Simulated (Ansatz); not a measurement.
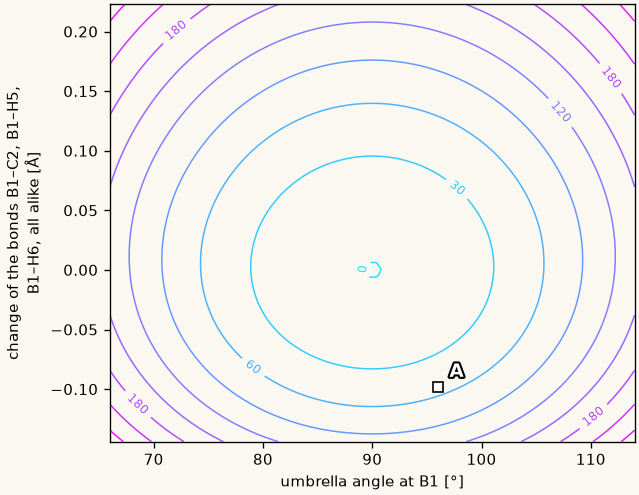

CH5BOSi, SMILES BC=[SiH]O. Coordinates scanned: (1) umbrella angle at B1 (between each of its bonds and their common axis; 90 is planar); (2) change of the bonds B1–C2, B1–H5, B1–H6, all alike. Nothing is relaxed (all other coordinates rigid). The scan uses a 9 × 9 grid; 45 points were computed and 36 follow by symmetry. Points are written as (first, second). Energies are in kJ/mol, from the lowest grid point. These are results of RKS PBE0-D4/def2-SVP (Ansatz 0.2.0), not measurements.

The picture shows contour lines labelled in kJ/mol, the point A. Between grid points the surface is interpolated.

Q: Which way does the force act at A, and how strong is it?

A: A, at (96°, −0.098 Å), is not a stationary point. The computed force is 3.1 kJ/mol for each degree towards smaller values of the first coordinate and 950 kJ/mol for each Å towards larger values of the second coordinate.
